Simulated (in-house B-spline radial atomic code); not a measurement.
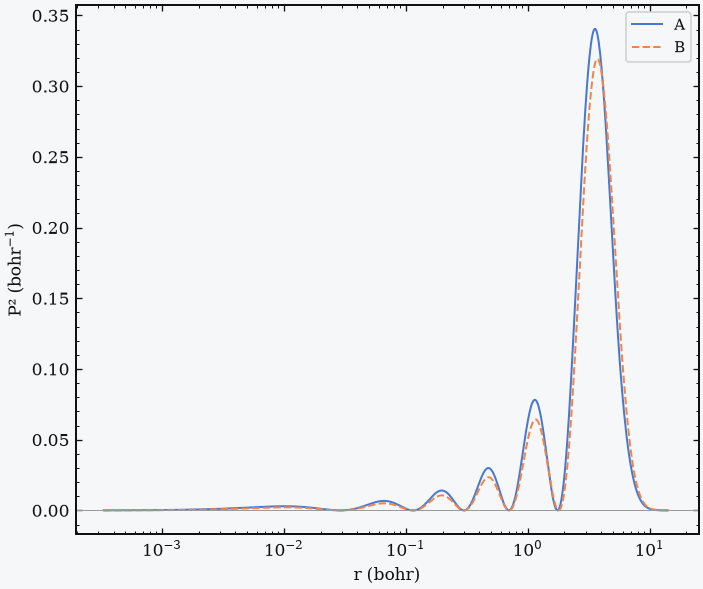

The neodymium ion Nd⁺ in [Xe] 4f4 6s1 (high spin) was computed by two methods: Hartree-Fock; OLYP. Both runs are scalar-relativistic, spin-polarised and spherical. Computed with an in-house B-spline radial code.

The plot shows P² of the 6s up orbital in both runs.

Which curve belongs to which run?

Answer. A is OLYP (⟨r⟩ = 4.01 bohr, eigenvalue −8.22 eV); B is Hartree-Fock (⟨r⟩ = 4.23 bohr, eigenvalue −10.1 eV).
